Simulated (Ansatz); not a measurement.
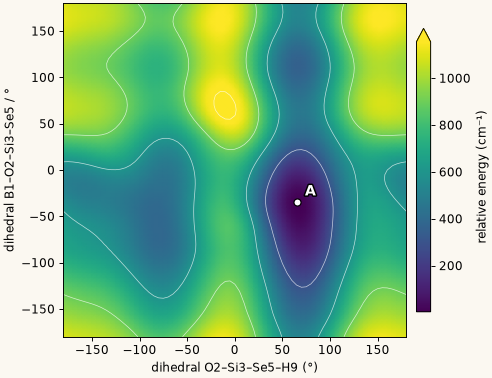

BClH4OSeSi, SMILES BO[SiH](Cl)[SeH]. 
- First axis: dihedral O2–Si3–Se5–H9. Second axis: dihedral B1–O2–Si3–Se5.
- Nothing is relaxed (all other coordinates rigid).
- The scan uses a 15 × 15 grid.
- All energies are given in cm⁻¹ relative to the relaxed molecule at the same level.
- Computed with Ansatz 0.2.0, RKS B3LYP-D4/def2-SVP.

Drawn: a smooth colour map with a few white contour lines, one colour for all values above the top of the scale, the point A. Between grid points the surface is interpolated.

Q: What is the easiest way out of the well at A, and how high is the barrier?

A: The easiest path leads from the well at about dihedral O2–Si3–Se5–H9 = 65°, dihedral B1–O2–Si3–Se5 = −35° to the well at about dihedral O2–Si3–Se5–H9 = 65°, dihedral B1–O2–Si3–Se5 = 110°, about 360 cm⁻¹ higher. Its highest point lies about 460 cm⁻¹ above the bottom of the first well on the interpolated surface, at about dihedral O2–Si3–Se5–H9 = 70°, dihedral B1–O2–Si3–Se5 = 65°. Seen from the upper well the barrier is about 106 cm⁻¹. The start is the relaxed structure and all else is held, so a fully relaxed path at this level can only be lower.

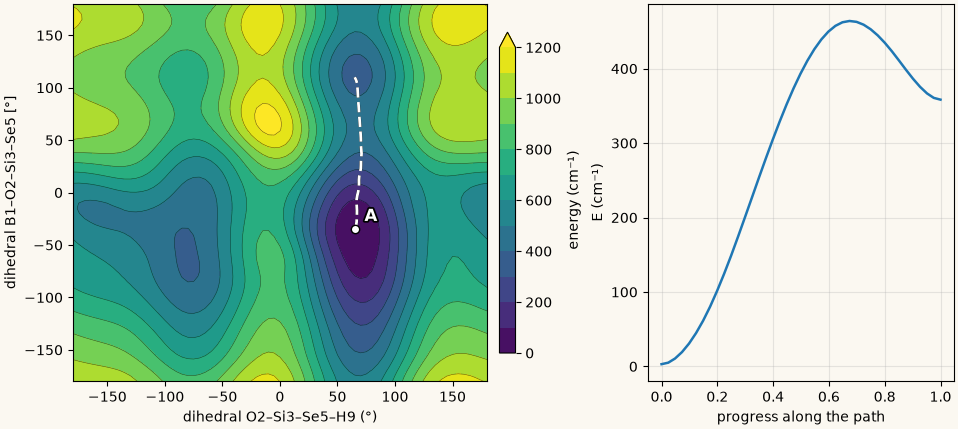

The picture shows filled contours, a line along the lowest path, one colour for all values above the top of the scale, the energy along the path at the right. Between grid points the surface is interpolated.
